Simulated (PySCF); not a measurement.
Vertical excitations of a molecule C4H7FSi from PySCF with TDA-B3LYP/def2-SVPD, as energy in eV (oscillator strength): 6.11 (0.070), 6.79 (0.062), 6.94 (0.011), 7.08 (0.072), 7.34 (0.012), 7.42 (0.016), 7.53 (0.043), 7.65 (0.021), 7.90 (0.016), 7.95 (0.005). Lowest triplet (TDA): 4.17 eV. The structure is a stationary point at PBE0-D3(BJ)/def2-SVP. Other conformers were not sampled.

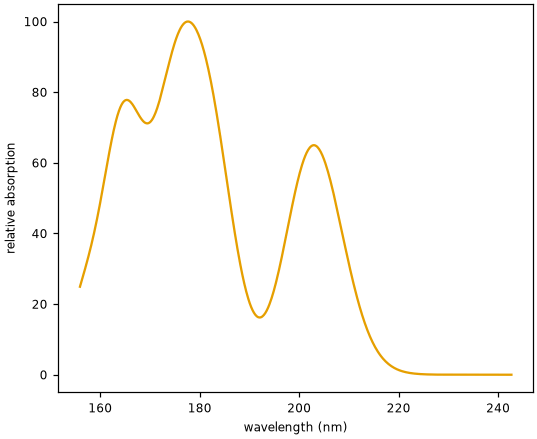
Figure: The lines broadened by 0.4 eV.

Task: Pick the molecule that these values belong to.
A. C#CC[Si@@H](C)F
B. FC1=CC[SiH2]C1
C. C#C[C@@H](C)[SiH2]F
D. F[C@]1([SiH3])C=CC1

Result: D, F[C@]1([SiH3])C=CC1
